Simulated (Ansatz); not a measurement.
GeH₃O₃···HCl (doublet)

The calculation's input:

```
crystal:
  periodic: [false, false, false]
  atoms:
    - { symbol: Ge, position_ang: [-0.031806, -0.036334, -0.140511] }
    - { symbol: H, position_ang: [0.135087, 0.293605, 2.580787] }
    - { symbol: O, position_ang: [1.599593, 0.003761, -0.891883] }
    - { symbol: H, position_ang: [2.052592, -0.84915, -0.743187] }
    - { symbol: O, position_ang: [-0.784531, 1.39666, -0.925347] }
    - { symbol: H, position_ang: [-1.756968, 1.304766, -0.903122] }
    - { symbol: O, position_ang: [-0.890599, -1.547565, -0.676506] }
    - { symbol: H, position_ang: [-1.351239, -1.972592, 0.07276] }
    - { symbol: Cl, position_ang: [-0.064728, -0.241652, 3.793909] }
magnetization:
  spin_polarized: true
  initial_magnetization: 1
basis:
  gaussian: { orbitals: def2-SVP }
hamiltonian:
  xc: pbe
relax:
  f_tol: 0.03
  max_steps: 50
output:
  orbitals: {}
```

Launched as:

```sh
ansatz run input.yaml --threads 4 --pin off --max-ram 5120MiB --backend cpu --events-out ev --progress --plain --runs-dir out
```

The fields are those of the run's last geometry, not of the input's.

Level of theory: Ansatz 0.2.0, UKS PBE/def2-SVP.

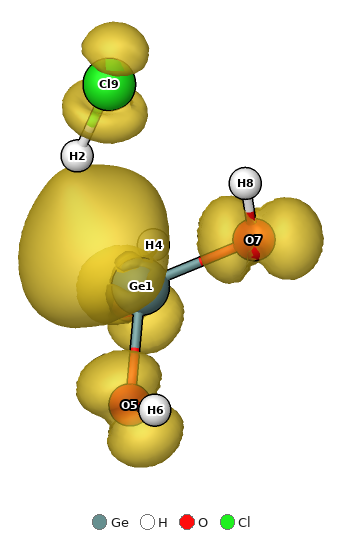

Figure 1. Isosurfaces of the spin density (α minus β) at +0.02 (yellow) and −0.02 e/Å³ (cyan), seen at an oblique angle.

Describe the spin distribution.

The unpaired spin (1 electron) lies mostly on Ge1 (about 0.5), O7 (about 0.1), O3 (about 0.1), O5 (about 0.1) and Cl9 (about 0.1), in electrons by Hirshfeld's partition.

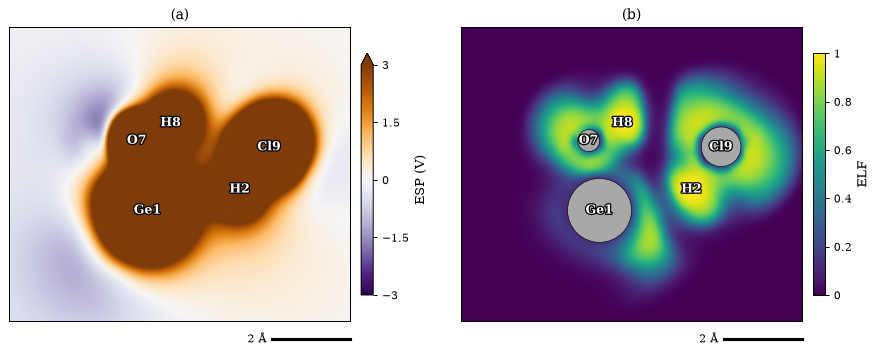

Figure 2. (a) molecular electrostatic potential; (b) electron localisation function on the plane of atoms Ge1, O7 and H8. Grey discs cover the atomic cores in the ELF map.

What do the fields say about this system?

- The plane passes through Ge, H, O and Cl nuclei.
- Ge1···H2 (2.42 Å): the ELF dips to about 0.30 between them.
- Ge–O (1.81 Å): the ELF peaks at about 0.85 in the valence shell of O, 0.6 Å from its nucleus, and is about 0.30 at the midpoint.
- O–H (0.98 Å): the ELF climbs to about 1 towards the hydrogen, as it does in any bond to H; a covalent bond by its length.
- Cl–H (1.33 Å): the ELF climbs to about 1 towards the hydrogen.
- The ELF also peaks beside Ge1, Cl9 and O7, away from the bonds: non-bonding electrons, paired or unpaired.
- Outside the dense part of the complex the potential is most negative (−1.6 V) near O7.

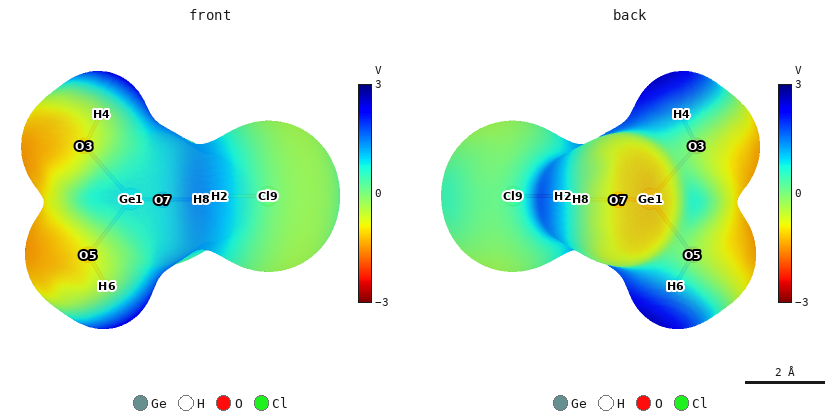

Figure 3. The electrostatic potential painted on the density surface at 0.002 e/bohr³, seen from the front and from behind; red is negative and blue positive.

Describe the electrostatic potential map.

The most negative region (about −1.5 V) lies over O3 and O5, the most positive (about +2.5 V) over H4 and H6.
